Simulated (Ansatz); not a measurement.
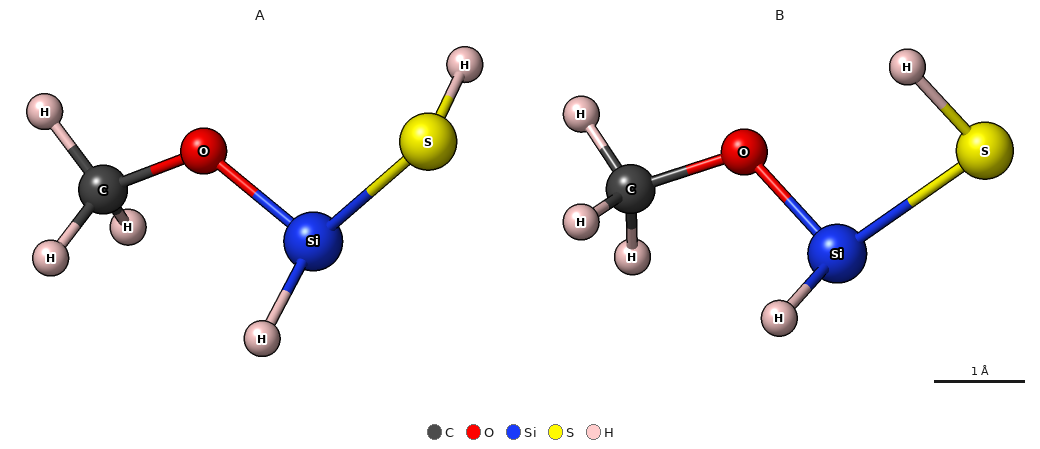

Two geometries of CH5OSSi (multiplicity 2) (coarse preliminary run), drawn at one scale. One is the start of a relaxation, the other its converged end. Style: ball-and-stick. Shown at a tilt.

Computed with UKS PBE-D4/def2-SVP (Ansatz 0.2.0). Settings: force threshold 0.03 eV/Å; at most 200 steps.

> Which geometry has the lower energy?

Structure A is the relaxed one. The start comes from a force field. The atom that moves furthest after the best rigid fit is an H atom (1.24 Å). By element the largest moves are H 1.24 Å, S 0.75 Å, O 0.41 Å, Si 0.32 Å, C 0.12 Å. Some distances before and after: S–Si 2.247 → 2.156 Å, H–Si 1.449 → 1.521 Å, C–H 1.054 → 1.115 Å, C–O 1.377 → 1.416 Å. Bond angles that change, for instance: C–O–Si 117.1° → 124.6°, H–C–H 101.7° → 107.9°, O–Si–S 105.5° → 108.8°. Groups turn about S–Si by about 105°. The energy falls by 0.380 eV in 20 accepted moves (23 points after the start). Largest force component: 2.9 eV/Å at the start, 0.022 eV/Å at the end. The line search rejected the trial steps at points 8, 18, 22 of the run. The run took roughly 2.1 core-minutes on a shared host.
